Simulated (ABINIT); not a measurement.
# BN (P6_3/mmc): bands and cutoff in G0W0 with ABINIT, part 2 of 2

What does each rung of G0W0 on BN (P6_3/mmc) cost, and what does it buy?

ABINIT 10.8.3; PBE and many-body steps on it, plane waves. Known limits of the many-body steps: not at the basis limit; coarse k mesh.

So far. Step 3 (Screening, 6×6×2 mesh, 122 bands, screening to 149.7 eV): Local fields lower ε∞ by 7 %. On a Γ-centred mesh this coarse the value itself is usually too large, while a short band sum pulls it down. Step 4 (122 bands, 149.7 eV): The gap on the mesh goes from 4.31 eV to 5.63 eV, a correction of +1.31 eV.

## 6. 190 bands, 203.5 eV

This step: G0W0 on PBE, plane waves, norm-conserving pseudopotentials.

Input file run.abi:

```
acell 3*1.0 Angstrom
rprim 
  2.503989999987 0.000000000003 0.000000000000
  -1.251994999996 2.168518950810 0.000000000000
  0.000000000000 0.000000000000 6.661200000000
ntypat 2
znucl 5 7
natom 4
typat 1 1 2 2
xred 
  0.333333333333 0.666666666667 0.250000000000
  0.666666666667 0.333333333333 0.750000000000
  0.333333333333 0.666666666667 0.750000000000
  0.666666666667 0.333333333333 0.250000000000
pp_dirpath "pseudos"
pseudos "B.upf, N.upf"
ecut 36
ngkpt 6 6 2
nshiftk 1
shiftk 0 0 0
kptopt 1
chksymbreak 0
istwfk *1
occopt 1
irdwfk 1
optdriver 4
nband 190
gwcalctyp 0
ecutsigx 36
symsigma 1
nkptgw 5
kptgw 
  0.3333333333 0.3333333333 0.5000000000
  0.5000000000 0.0000000000 0.0000000000
  0.0000000000 0.0000000000 0.0000000000
  0.0000000000 0.0000000000 0.5000000000
  0.5000000000 0.0000000000 0.5000000000
bdgw 
  7 10
  7 10
  7 10
  5 10
  7 10
ecuteps 7.48
irdscr 1
ppmodel 1
indata_prefix "in"
outdata_prefix "out"
tmpdata_prefix "tmp"
```

The run is started by

```
$ OMP_NUM_THREADS=1 mpirun -n 8 abinit run.abi > log
```

Output:

```text
.Version 10.8.3 of ABINIT. v10.8.2 released Aug 2026.

 Symmetries : space group P6_3/m m c (#194); Bravais hP (primitive hexag.)
[... echo of the input left out ...]
== DATASET  1 ==================================================================
-   mpi_nproc: 8, omp_nthreads: 1 (-1 if OMP is not activated)

--- !DatasetInfo
iteration_state: {dtset: 1, }
dimensions: {natom: 4, nkpt: 14, mband: 190, nsppol: 1, nspinor: 1, nspden: 1, mpw: 2542, }
cutoff_energies: {ecut:  36.0, pawecutdg:  -1.0, }
electrons: {nelect:   1.60000000E+01, charge:   0.00000000E+00, occopt:   1.00000000E+00, tsmear:   1.00000000E-02, }

 SIGMA: Calculation of the GW corrections

 Based on a program developped by R.W. Godby, V. Olevano, G. Onida, and L. Reining.
 Incorporated in ABINIT by V. Olevano, G.-M. Rignanese, and M. Torrent.
.Using double precision arithmetic ; gwpc =  8

[... cell and pseudopotentials left out ...]
--------------------------------------------------------------------------------

 ==== K-mesh for the wavefunctions ====
 Number of points in the irreducible wedge :    14
[... list of points left out ...]
 Together with 24 symmetry operations and time-reversal symmetry
 yields    72 points in the full Brillouin Zone.

 ==== Q-mesh for screening function ====
 Number of points in the irreducible wedge :    14
[... list of points left out ...]
 Together with 24 symmetry operations and time-reversal symmetry
 yields    72 points in the full Brillouin Zone.

 vcoul_init : cutoff-mode = AUXILIARY_FUNCTION
 q-points for optical limit:   1
     1)      0.000010    0.000020    0.000030
 setmesh: FFT mesh size selected  =    24x   24x   72
          total number of points  =        41472

 Number of electrons calculated from density =   16.0000; Expected =   16.0000
[...]
data: !SigmaeeData |
     Band     E0 <VxcDFT>   SigX SigC(E0)      Z dSigC/dE  Sig(E)    E-E0       E
        7   2.782 -16.631 -20.009   2.390   0.800  -0.250 -17.421  -0.790   1.992
        8   2.782 -16.631 -20.009   2.390   0.800  -0.250 -17.421  -0.790   1.992
        9   7.451 -10.920  -5.614  -4.465   0.828  -0.208 -10.225   0.696   8.147
[...]
--- !SelfEnergy_ee
iteration_state: {dtset: 1, }
kpoint     : [   0.500,    0.000,    0.000, ]
spin       : 1
KS_gap     :    4.750
QP_gap     :    6.184
Delta_QP_KS:    1.434
data: !SigmaeeData |
     Band     E0 <VxcDFT>   SigX SigC(E0)      Z dSigC/dE  Sig(E)    E-E0       E
[...]
--- !SelfEnergy_ee
iteration_state: {dtset: 1, }
kpoint     : [   0.000,    0.000,    0.000, ]
spin       : 1
KS_gap     :    6.581
QP_gap     :    7.802
Delta_QP_KS:    1.221
data: !SigmaeeData |
     Band     E0 <VxcDFT>   SigX SigC(E0)      Z dSigC/dE  Sig(E)    E-E0       E
[...]
--- !SelfEnergy_ee
iteration_state: {dtset: 1, }
kpoint     : [   0.000,    0.000,    0.500, ]
spin       : 1
KS_gap     :    8.934
QP_gap     :   10.521
Delta_QP_KS:    1.587
data: !SigmaeeData |
     Band     E0 <VxcDFT>   SigX SigC(E0)      Z dSigC/dE  Sig(E)    E-E0       E
[...]
--- !SelfEnergy_ee
iteration_state: {dtset: 1, }
kpoint     : [   0.500,    0.000,    0.500, ]
spin       : 1
KS_gap     :    5.686
QP_gap     :    7.298
Delta_QP_KS:    1.612
data: !SigmaeeData |
     Band     E0 <VxcDFT>   SigX SigC(E0)      Z dSigC/dE  Sig(E)    E-E0       E
[...]
9   7.554 -10.994  -5.945  -4.247   0.831  -0.204 -10.328   0.667   8.220
       10   7.554 -10.994  -5.945  -4.247   0.831  -0.204 -10.328   0.667   8.220

== END DATASET(S) ==============================================================
================================================================================

 -outvars: echo values of variables after computation  --------
           etotal      0.0000000000E+00
            nband         190
             nkpt          14
          spgroup         194
 [... the other variables as echoed above ...]

 Calculation completed.
```

Run time: 28 s. Hardware: 8 MPI ranks of Arm Neoverse V1, shared host; peak memory 1.5 GiB.

This step gave:

```
G0W0 gap on the mesh                         : 5.683 eV
starting gap on the mesh                     : 4.314 eV
k of the valence top                         : 0.3333, 0.3333, 0.5
k of the conduction bottom                   : 0.5, 0, 0
Z at the valence top                         : 0.8
Z at the conduction bottom                   : 0.835
least direct G0W0 gap on the computed points : 6.155 eV
```

Against G0W0 in ABINIT (6×6×2 mesh, 122 bands, screening to 149.7 eV, Godby-Needs plasmon pole), the gap moves by +0.057 eV.

## 7. Screening, 6×6×2 mesh, 285 bands, screening to 269.4 eV

This step: RPA screening on PBE, plane waves, norm-conserving pseudopotentials.

run.abi: that of step 6 with these lines changed.

```diff
@@ -25,23 +25,8 @@
 irdwfk 1
-optdriver 4
-nband 190
-gwcalctyp 0
-ecutsigx 36
-symsigma 1
-nkptgw 5
-kptgw 
-  0.3333333333 0.3333333333 0.5000000000
-  0.5000000000 0.0000000000 0.0000000000
-  0.0000000000 0.0000000000 0.0000000000
-  0.0000000000 0.0000000000 0.5000000000
-  0.5000000000 0.0000000000 0.5000000000
-bdgw 
-  7 10
-  7 10
-  7 10
-  5 10
-  7 10
-ecuteps 7.48
-irdscr 1
-ppmodel 1
+optdriver 3
+nband 285
+ecuteps 9.9
+inclvkb 2
+awtr 1
+symchi 1
 indata_prefix "in"
```

Output:

```text
.Version 10.8.3 of ABINIT. v10.8.2 released Aug 2026.

 Symmetries : space group P6_3/m m c (#194); Bravais hP (primitive hexag.)
[... echo of the input left out ...]
== DATASET  1 ==================================================================
-   mpi_nproc: 8, omp_nthreads: 1 (-1 if OMP is not activated)

--- !DatasetInfo
iteration_state: {dtset: 1, }
dimensions: {natom: 4, nkpt: 14, mband: 285, nsppol: 1, nspinor: 1, nspden: 1, mpw: 2542, }
cutoff_energies: {ecut:  36.0, pawecutdg:  -1.0, }
[...]
--------------------------------------------------------------------------------
[... chi0 elements left out ...]
 For q-point:  0.000010 0.000020 0.000030
  dielectric constant =   4.2256
  dielectric constant without local fields =   4.5526

  Average fulfillment of the sum rule on Im[epsilon] for q-point    1 :     96.64  [%]
[... wings left out ...]
  q-point number  2        q = ( 0.166667, 0.000000, 0.000000) [r.l.u.]
--------------------------------------------------------------------------------
[... chi0 elements left out ...]
  Average fulfillment of the sum rule on Im[epsilon] for q-point    2 :     98.59  [%]

 [... 12 further q-points ...]
```

Elapsed: 92 s, on 8 MPI ranks; peak memory 2.2 GiB.

This step gave:

- ε∞ with local fields, on this mesh, along the program's q direction: 4.226
- the same without local fields: 4.553
- plasma frequency: 24.70 eV
- plane waves in the screening matrix: 371

## 8. 285 bands, 269.4 eV

This step: G0W0 on PBE, plane waves, norm-conserving pseudopotentials.

run.abi: that of step 7 with these lines changed.

```diff
@@ -25,8 +25,23 @@
 irdwfk 1
-optdriver 3
+optdriver 4
 nband 285
+gwcalctyp 0
+ecutsigx 36
+symsigma 1
+nkptgw 5
+kptgw 
+  0.3333333333 0.3333333333 0.5000000000
+  0.5000000000 0.0000000000 0.0000000000
+  0.0000000000 0.0000000000 0.0000000000
+  0.0000000000 0.0000000000 0.5000000000
+  0.5000000000 0.0000000000 0.5000000000
+bdgw 
+  7 10
+  7 10
+  7 10
+  5 10
+  7 10
 ecuteps 9.9
-inclvkb 2
-awtr 1
-symchi 1
+irdscr 1
+ppmodel 1
 indata_prefix "in"
```

Output:

```text
.Version 10.8.3 of ABINIT. v10.8.2 released Aug 2026.

 Symmetries : space group P6_3/m m c (#194); Bravais hP (primitive hexag.)
[... echo of the input left out ...]
== DATASET  1 ==================================================================
-   mpi_nproc: 8, omp_nthreads: 1 (-1 if OMP is not activated)

--- !DatasetInfo
iteration_state: {dtset: 1, }
dimensions: {natom: 4, nkpt: 14, mband: 285, nsppol: 1, nspinor: 1, nspden: 1, mpw: 2542, }
cutoff_energies: {ecut:  36.0, pawecutdg:  -1.0, }
[...]
Band     E0 <VxcDFT>   SigX SigC(E0)      Z dSigC/dE  Sig(E)    E-E0       E
[...]
9   7.554 -10.994  -5.945  -4.293   0.831  -0.204 -10.367   0.628   8.181
       10   7.554 -10.994  -5.945  -4.293   0.831  -0.204 -10.367   0.628   8.181

== END DATASET(S) ==============================================================
================================================================================

 -outvars: echo values of variables after computation  --------
           etotal      0.0000000000E+00
            nband         285
             nkpt          14
          spgroup         194
 [... the other variables as echoed above ...]

 Calculation completed.
```

The job ended after 1.7 min (8 MPI ranks; peak memory 2.8 GiB).

Numbers from this step:

- G0W0 gap on the mesh: 5.749 eV
- starting gap on the mesh: 4.314 eV
- k of the valence top: 0.3333, 0.3333, 0.5
- k of the conduction bottom: 0.5, 0, 0
- least direct G0W0 gap on the computed points: 6.217 eV

Against G0W0 in ABINIT (6×6×2 mesh, 190 bands, screening to 203.5 eV, Godby-Needs plasmon pole), the gap moves by +0.066 eV.

## 9. Screening, 6×6×2 mesh, 434 bands, screening to 359.2 eV

This step: RPA screening on PBE, plane waves, norm-conserving pseudopotentials.

run.abi: that of step 8 with these lines changed.

```diff
@@ -25,23 +25,8 @@
 irdwfk 1
-optdriver 4
-nband 285
-gwcalctyp 0
-ecutsigx 36
-symsigma 1
-nkptgw 5
-kptgw 
-  0.3333333333 0.3333333333 0.5000000000
-  0.5000000000 0.0000000000 0.0000000000
-  0.0000000000 0.0000000000 0.0000000000
-  0.0000000000 0.0000000000 0.5000000000
-  0.5000000000 0.0000000000 0.5000000000
-bdgw 
-  7 10
-  7 10
-  7 10
-  5 10
-  7 10
-ecuteps 9.9
-irdscr 1
-ppmodel 1
+optdriver 3
+nband 434
+ecuteps 13.2
+inclvkb 2
+awtr 1
+symchi 1
 indata_prefix "in"
```

Output:

```text
.Version 10.8.3 of ABINIT. v10.8.2 released Aug 2026.

 Symmetries : space group P6_3/m m c (#194); Bravais hP (primitive hexag.)
[... echo of the input left out ...]
== DATASET  1 ==================================================================
-   mpi_nproc: 8, omp_nthreads: 1 (-1 if OMP is not activated)

--- !DatasetInfo
iteration_state: {dtset: 1, }
dimensions: {natom: 4, nkpt: 14, mband: 434, nsppol: 1, nspinor: 1, nspden: 1, mpw: 2542, }
cutoff_energies: {ecut:  36.0, pawecutdg:  -1.0, }
[...]
--------------------------------------------------------------------------------
[... chi0 elements left out ...]
 For q-point:  0.000010 0.000020 0.000030
  dielectric constant =   4.2249
  dielectric constant without local fields =   4.5527

  Average fulfillment of the sum rule on Im[epsilon] for q-point    1 :     98.79  [%]
[... wings left out ...]
  q-point number  2        q = ( 0.166667, 0.000000, 0.000000) [r.l.u.]
--------------------------------------------------------------------------------
[... chi0 elements left out ...]
  Average fulfillment of the sum rule on Im[epsilon] for q-point    2 :    100.05  [%]

 [... 12 further q-points ...]
```

Wall time 4.1 min (8 MPI ranks); peak memory 3.1 GiB.

This step gave:

- ε∞ with local fields, on this mesh, along the program's q direction: 4.225
- the same without local fields: 4.553
- plasma frequency: 24.70 eV
- plane waves in the screening matrix: 549

## 10. 434 bands, 359.2 eV

This step: G0W0 on PBE, plane waves, norm-conserving pseudopotentials.

run.abi: that of step 9 with these lines changed.

```diff
@@ -25,8 +25,23 @@
 irdwfk 1
-optdriver 3
+optdriver 4
 nband 434
+gwcalctyp 0
+ecutsigx 36
+symsigma 1
+nkptgw 5
+kptgw 
+  0.3333333333 0.3333333333 0.5000000000
+  0.5000000000 0.0000000000 0.0000000000
+  0.0000000000 0.0000000000 0.0000000000
+  0.0000000000 0.0000000000 0.5000000000
+  0.5000000000 0.0000000000 0.5000000000
+bdgw 
+  7 10
+  7 10
+  7 10
+  5 10
+  7 10
 ecuteps 13.2
-inclvkb 2
-awtr 1
-symchi 1
+irdscr 1
+ppmodel 1
 indata_prefix "in"
```

Output:

```text
.Version 10.8.3 of ABINIT. v10.8.2 released Aug 2026.

 Symmetries : space group P6_3/m m c (#194); Bravais hP (primitive hexag.)
[... echo of the input left out ...]
== DATASET  1 ==================================================================
-   mpi_nproc: 8, omp_nthreads: 1 (-1 if OMP is not activated)

--- !DatasetInfo
iteration_state: {dtset: 1, }
dimensions: {natom: 4, nkpt: 14, mband: 434, nsppol: 1, nspinor: 1, nspden: 1, mpw: 2542, }
cutoff_energies: {ecut:  36.0, pawecutdg:  -1.0, }
[...]
Band     E0 <VxcDFT>   SigX SigC(E0)      Z dSigC/dE  Sig(E)    E-E0       E
[...]
9   7.554 -10.994  -5.945  -4.326   0.830  -0.204 -10.394   0.601   8.155
       10   7.554 -10.994  -5.945  -4.326   0.830  -0.204 -10.394   0.601   8.155

== END DATASET(S) ==============================================================
================================================================================

 -outvars: echo values of variables after computation  --------
           etotal      0.0000000000E+00
            nband         434
             nkpt          14
          spgroup         194
 [... the other variables as echoed above ...]

 Calculation completed.
```

It took 5.4 min on 8 MPI ranks; peak memory 4.5 GiB; 43 min of CPU time.

This step gave:

| Property | Result |
| --- | --- |
| G0W0 gap on the mesh | 5.795 eV |
| starting gap on the mesh | 4.314 eV |
| k of the valence top | 0.3333, 0.3333, 0.5 |
| k of the conduction bottom | 0.5, 0, 0 |
| least direct G0W0 gap on the computed points | 6.261 eV |

Against G0W0 in ABINIT (6×6×2 mesh, 285 bands, screening to 269.4 eV, Godby-Needs plasmon pole), the gap moves by +0.046 eV.

## 11. Screening, 6×6×2 mesh, 640 bands, screening to 466.9 eV

This step: RPA screening on PBE, plane waves, norm-conserving pseudopotentials.

run.abi: that of step 10 with these lines changed.

```diff
@@ -25,23 +25,8 @@
 irdwfk 1
-optdriver 4
-nband 434
-gwcalctyp 0
-ecutsigx 36
-symsigma 1
-nkptgw 5
-kptgw 
-  0.3333333333 0.3333333333 0.5000000000
-  0.5000000000 0.0000000000 0.0000000000
-  0.0000000000 0.0000000000 0.0000000000
-  0.0000000000 0.0000000000 0.5000000000
-  0.5000000000 0.0000000000 0.5000000000
-bdgw 
-  7 10
-  7 10
-  7 10
-  5 10
-  7 10
-ecuteps 13.2
-irdscr 1
-ppmodel 1
+optdriver 3
+nband 640
+ecuteps 17.16
+inclvkb 2
+awtr 1
+symchi 1
 indata_prefix "in"
```

Output:

```text
.Version 10.8.3 of ABINIT. v10.8.2 released Aug 2026.

 Symmetries : space group P6_3/m m c (#194); Bravais hP (primitive hexag.)
[... echo of the input left out ...]
== DATASET  1 ==================================================================
-   mpi_nproc: 8, omp_nthreads: 1 (-1 if OMP is not activated)

--- !DatasetInfo
iteration_state: {dtset: 1, }
dimensions: {natom: 4, nkpt: 14, mband: 640, nsppol: 1, nspinor: 1, nspden: 1, mpw: 2542, }
cutoff_energies: {ecut:  36.0, pawecutdg:  -1.0, }
[...]
--------------------------------------------------------------------------------
[... chi0 elements left out ...]
 For q-point:  0.000010 0.000020 0.000030
  dielectric constant =   4.2245
  dielectric constant without local fields =   4.5527

  Average fulfillment of the sum rule on Im[epsilon] for q-point    1 :    100.02  [%]
[... wings left out ...]
  q-point number  2        q = ( 0.166667, 0.000000, 0.000000) [r.l.u.]
--------------------------------------------------------------------------------
[... chi0 elements left out ...]
  Average fulfillment of the sum rule on Im[epsilon] for q-point    2 :    100.87  [%]

 [... 12 further q-points ...]
```

It took 13 min on 8 MPI ranks; peak memory 5.5 GiB; 1.8 h of CPU time.

Numbers from this step:

| Quantity | Value |
| --- | --- |
| ε∞ with local fields, on this mesh, along the program's q direction | 4.224 |
| the same without local fields | 4.553 |
| plasma frequency | 24.70 eV |
| plane waves in the screening matrix | 845 |

## 12. 640 bands, 466.9 eV

This step: G0W0 on PBE, plane waves, norm-conserving pseudopotentials.

run.abi: that of step 11 with these lines changed.

```diff
@@ -25,8 +25,23 @@
 irdwfk 1
-optdriver 3
+optdriver 4
 nband 640
+gwcalctyp 0
+ecutsigx 36
+symsigma 1
+nkptgw 5
+kptgw 
+  0.3333333333 0.3333333333 0.5000000000
+  0.5000000000 0.0000000000 0.0000000000
+  0.0000000000 0.0000000000 0.0000000000
+  0.0000000000 0.0000000000 0.5000000000
+  0.5000000000 0.0000000000 0.5000000000
+bdgw 
+  7 10
+  7 10
+  7 10
+  5 10
+  7 10
 ecuteps 17.16
-inclvkb 2
-awtr 1
-symchi 1
+irdscr 1
+ppmodel 1
 indata_prefix "in"
```

Output:

```text
.Version 10.8.3 of ABINIT. v10.8.2 released Aug 2026.

 Symmetries : space group P6_3/m m c (#194); Bravais hP (primitive hexag.)
[... echo of the input left out ...]
== DATASET  1 ==================================================================
-   mpi_nproc: 8, omp_nthreads: 1 (-1 if OMP is not activated)

--- !DatasetInfo
iteration_state: {dtset: 1, }
dimensions: {natom: 4, nkpt: 14, mband: 640, nsppol: 1, nspinor: 1, nspden: 1, mpw: 2542, }
cutoff_energies: {ecut:  36.0, pawecutdg:  -1.0, }
[...]
Band     E0 <VxcDFT>   SigX SigC(E0)      Z dSigC/dE  Sig(E)    E-E0       E
[...]
9   7.554 -10.994  -5.945  -4.344   0.830  -0.204 -10.409   0.585   8.139
       10   7.554 -10.994  -5.945  -4.344   0.830  -0.204 -10.409   0.585   8.139

== END DATASET(S) ==============================================================
================================================================================

 -outvars: echo values of variables after computation  --------
           etotal      0.0000000000E+00
            nband         640
             nkpt          14
          spgroup         194
 [... the other variables as echoed above ...]

 Calculation completed.
```

Run time: 18 min. Hardware: 8 MPI ranks; peak memory 9.2 GiB; 2.5 h of CPU time.

Numbers from this step:

| Quantity | Value |
| --- | --- |
| G0W0 gap on the mesh | 5.825 eV |
| starting gap on the mesh | 4.314 eV |
| k of the valence top | 0.3333, 0.3333, 0.5 |
| k of the conduction bottom | 0.5, 0, 0 |
| least direct G0W0 gap on the computed points | 6.289 eV |

Against G0W0 in ABINIT (6×6×2 mesh, 434 bands, screening to 359.2 eV, Godby-Needs plasmon pole), the gap moves by +0.030 eV.

## 13. The runs together

Times are wall times on 8 MPI ranks of Arm Neoverse V1, shared host, good to a factor of about two. A run's time includes the screening step that it read.

| run | mesh | bands | screening cutoff (eV) | DFT gap (eV) | gap on the mesh (eV) | direct (eV) | ε∞ used | time |
| --- | --- | --- | --- | --- | --- | --- | --- | --- |
| 122 bands, 149.7 eV | 6×6×2 | 122 | 149.7 | 4.314 | 5.626 | 6.106 | 4.23 | 28 s |
| 190 bands, 203.5 eV | 6×6×2 | 190 | 203.5 | 4.314 | 5.683 | 6.155 | 4.23 | 61 s |
| 285 bands, 269.4 eV | 6×6×2 | 285 | 269.4 | 4.314 | 5.749 | 6.217 | 4.23 | 3.2 min |
| 434 bands, 359.2 eV | 6×6×2 | 434 | 359.2 | 4.314 | 5.795 | 6.261 | 4.22 | 9.6 min |
| 640 bands, 466.9 eV | 6×6×2 | 640 | 466.9 | 4.314 | 5.825 | 6.289 | 4.22 | 32 min |

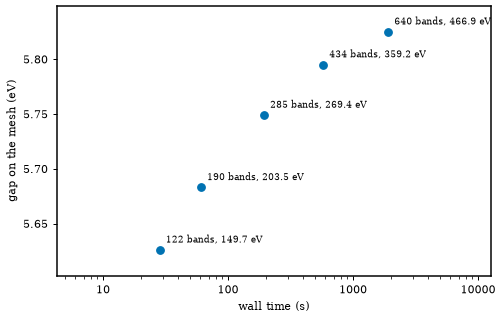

Result against wall time.

## 14. Outcome

```
122 bands, 149.7 eV : 5.626 eV
190 bands, 203.5 eV : 5.683 eV
285 bands, 269.4 eV : 5.749 eV
434 bands, 359.2 eV : 5.795 eV
640 bands, 466.9 eV : 5.825 eV
known limits        : not at the basis limit; coarse k mesh
```

In words: From the first rung to the last the gap moves by +0.20 eV for 67 times the time. The 6×6×2 mesh is coarse for this cell, which bears on the long-range parts of exchange and screening.

[Paths, hosts, dates, memory and timing lines, banners, echoed tables and standing remarks are left out of the program output.]

[Logs are printed without paths, hosts, clocks, repeated set-up lines and the standing remarks that a program may print on its own settings, such as how far it seeks lower states.]

[Runs of the session that timed out or met a known fault of the program may be left out.]

[Hosts, paths, dates, database ids (printed as entryN), source tags and the programs' standing remarks are cut or masked in the printed files.]

[G0W0 gaps are taken among the corrected bands and points alone; a level outside them can change the order at an edge.]

[Where Ansatz stands beside ABINIT at settings called matched, ABINIT's density can come from a denser mesh and the files from another edition; pairs whose starting gaps differed by over 0.03 eV were left out, so agreement reads better than it is.]
